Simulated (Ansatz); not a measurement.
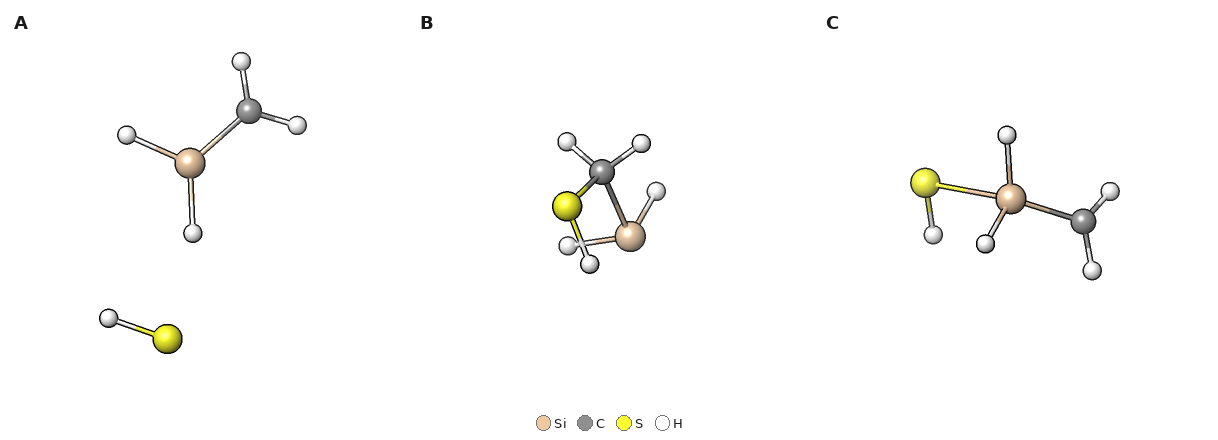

3 stationary structures of one formula. Charge −1, singlet. Geometries: PBE0-D4/def2-TZVPD. Electronic energies: RHF-CCSD(T) (frozen core)/def2-TZVPPD (Ansatz 0.2.0), without zero-point energy. No frequency run is at hand to confirm each as a minimum. Each is one conformer, not always the lowest.

> Which structure is the most stable?

C is lowest (C1); B lies 0.698 eV above it (C1), A lies 1.312 eV above it (Cs).
